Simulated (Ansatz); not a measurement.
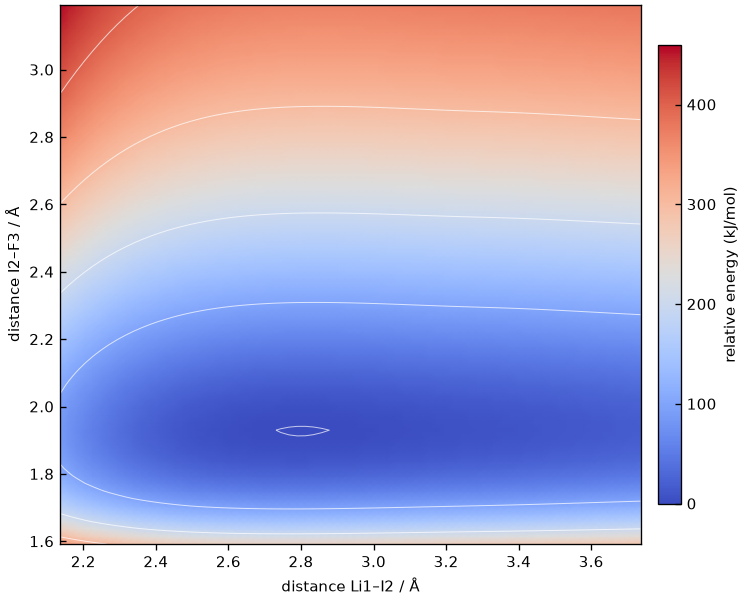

The system Li⁺ + IF. 
- First axis: distance Li1–I2. Second axis: distance I2–F3.
- Nothing is relaxed (the angle Li1–I2–F3 is fixed at 100 degrees).
- Grid: 17 × 17 points.
- Points are written as (first, second).
- All energies are given in kJ/mol relative to the lowest grid point.
- The reference is spin-restricted, so regions where a bond is pulled apart into radicals lie too high.
- These are results of Ansatz 0.2.0, RKS PBE0-D4/def2-SVPD, not measurements.

The picture shows a smooth colour map with a few white contour lines. Between grid points the surface is interpolated.

The lowest grid point is at (2.786 Å, 1.945 Å). No other kind of well shows on this grid. The highest grid point, (2.136 Å, 3.192 Å), lies 459 kJ/mol above the lowest.

The level of theory is changed to RHF/def2-TZVPD (Ansatz); with it change the reference geometry, relaxed at the new level.

Question: What will the new map look like?

Answer: The minimum (interpolated where it lies between grid points) moves from about (2.800 Å, 1.927 Å) to about (2.821 Å, 1.846 Å). The span from the lowest to the highest grid point grows from 459 to 629 kJ/mol. The curvature at the minimum changes by less than a tenth (about 1.6) eV/Å² along distance Li1–I2 and from about 26 to 32 eV/Å² along distance I2–F3.

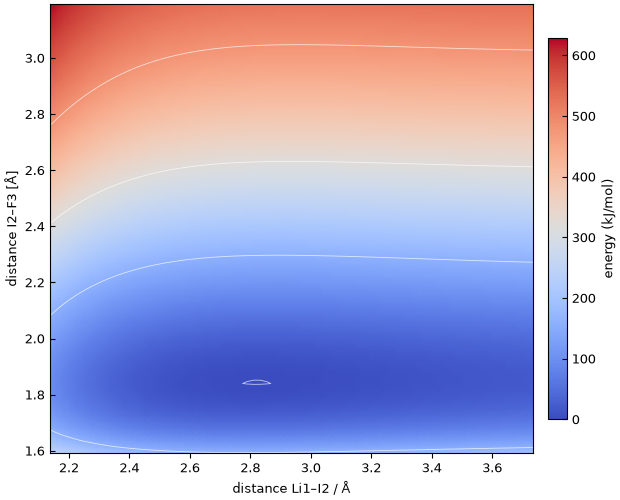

The map after the change, on a colour scale of its own. In the figure: a smooth colour map with a few white contour lines. Between grid points the surface is interpolated.
